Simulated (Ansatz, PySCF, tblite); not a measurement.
Bond stretch in C₂H₂, SMILES C#C, singlet. The C1–C3 bond (C1 also carries H; C3 carries H) is varied alone, starting from the PBE0/def2-TZVP optimised geometry.

```
4

C      0.0000     0.0000     0.0000
H      0.0000     0.0000    -1.0647
C      0.0000     0.0000     1.1970
H      0.0000     0.0000     2.2617
```

RKS-PBE = Ansatz (a quantum-chemistry and plane-wave program) with restricted PBE/cc-pVTZ; RKS-LDA (SVWN5) = restricted LDA (SVWN5)/cc-pVTZ (PySCF); GFN2-xTB, 300 K electronic temperature (tblite); RKS-wB97X-V = restricted wB97X-V/cc-pVTZ run with PySCF; UKS-BLYP = unrestricted BLYP/cc-pVTZ in PySCF 2.14.0.

Energies are in kJ/mol, each relative to the lowest point of its own curve near equilibrium.

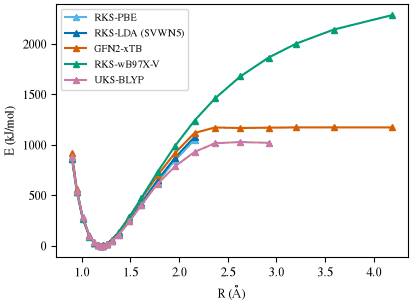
Fig. 1. Energy against bond length for each method.

```tsv
R / Å	RKS-PBE	RKS-LDA (SVWN5)	GFN2-xTB	RKS-wB97X-V	UKS-BLYP
0.90	886.4	863.7	914.3	865.5	875.3
0.95	554.6	536.6	560.2	535.2	546.2
1.01	285.5	272.7	277.7	269.1	280.0
1.08	102.2	94.7	91.0	90.6	99.3
1.13	33.7	29.6	25.4	26.5	32.3
1.17	7.0	5.3	3.0	3.7	6.4
1.20	0.0	0.0	0.0	0.0	0.0
1.22	0.6	1.7	3.5	2.9	0.9
1.26	12.5	15.5	21.6	19.7	13.2
1.31	43.3	48.7	60.5	57.3	44.3
1.38	108.2	116.5	136.4	132.5	109.0
1.49	240.4	252.7	284.0	283.2	240.0
1.61	402.3	418.4	459.0	467.8	399.4
1.78	630.3	650.9	698.7	731.7	613.0
1.96	847.5	872.3	920.2	990.2	787.3
2.16	1049.5	1078.5	1117.6	1240.4	929.0
2.37	—	—	1171.0	1459.9	1015.7
2.63	—	—	1166.0	1677.6	1026.6
2.92	—	—	1169.3	1863.8	1019.1
3.20	—	—	1171.7	2000.9	—
3.59	—	—	1172.1	2141.7	—
4.19	—	—	1171.6	2284.9	—
```

At the longest distance, 4.19 Å, RKS-wB97X-V lies highest above its minimum (2284.9 kJ/mol) and GFN2-xTB lowest (1171.6 kJ/mol).

Dashes: no converged value, or the column stops at the first point that the program doubted or that broke a chosen test of continuity, which isn't proof of a fault.

The restricted form behind RKS-PBE, RKS-LDA (SVWN5), RKS-wB97X-V keeps the bonding electrons paired and can't separate into open-shell fragments. The unrestricted solution behind UKS-BLYP changes between 1.78 and 1.96 Å and between 1.96 and 2.16 Å, which can leave a kink. The unrestricted determinant behind UKS-BLYP is spin-contaminated at 1.78 to 4.19 Å (<S²> up to 1.9, against 0.00 for a pure singlet).
